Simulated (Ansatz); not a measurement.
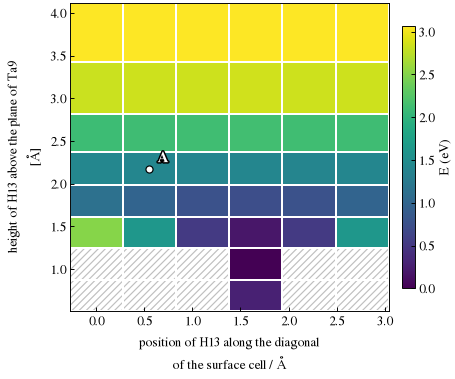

H on a Ta(110) slab cut from the Im-3m phase, its upper half relaxed before the scan (12 atoms of substrate and one adsorbate in a 2 × 2 cell). H is moved along a line over the surface and along the normal, above a rigid substrate. The first coordinate is: position of H13 along the diagonal of the surface cell, from above Ta9; the second: height of H13 above the plane of Ta9. The grid has 6 × 8 points; 26 points were computed and 12 follow by symmetry. At 10 points there is no value (left out of the scan, as a rule where atoms come close). Points are written as (first, second). Energies: eV, counted from the lowest grid point. The calculation used DFT PBE, scalar-relativistic, plane waves, PAW (Ansatz). Settings: cutoff 420 eV, k-mesh 5×5×1, gaussian smearing 0.1 eV, spin-polarised.

The picture shows one coloured cell a grid point, hatched blanks where no value was computed, the point A.

Which way does the force act at A, and how strong is it?

Answer. A, at (0.55 Å, 2.17 Å), is not a stationary point. The computed force is 0.033 eV for each Å towards larger values of the first coordinate and 1.7 eV for each Å towards smaller values of the second coordinate.
